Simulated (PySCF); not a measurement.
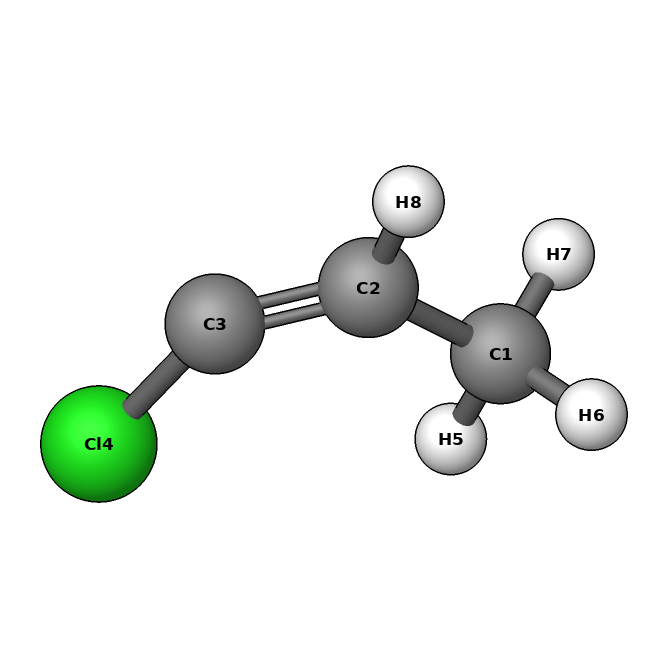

The questions are on Mulliken spin populations. State: neutral, doublet. The computed structure is the end point of a GFN2-xTB optimisation. No frequency run is at hand to confirm it as a minimum. Properties computed with UKS B3LYP, pcH-1 on C Cl H, non-relativistic (PySCF 2.14.0).

List the Mulliken spin populations.

| atom | value (e) |
| --- | --- |
| C1 | 0.07 |
| C2 | −0.12 |
| C3 | 0.90 |
| Cl4 | 0.13 |
| H5 | 0.00 |
| H6 | 0.00 |
| H7 | 0.00 |
| H8 | 0.03 |

Mulliken values depend strongly on the basis set.
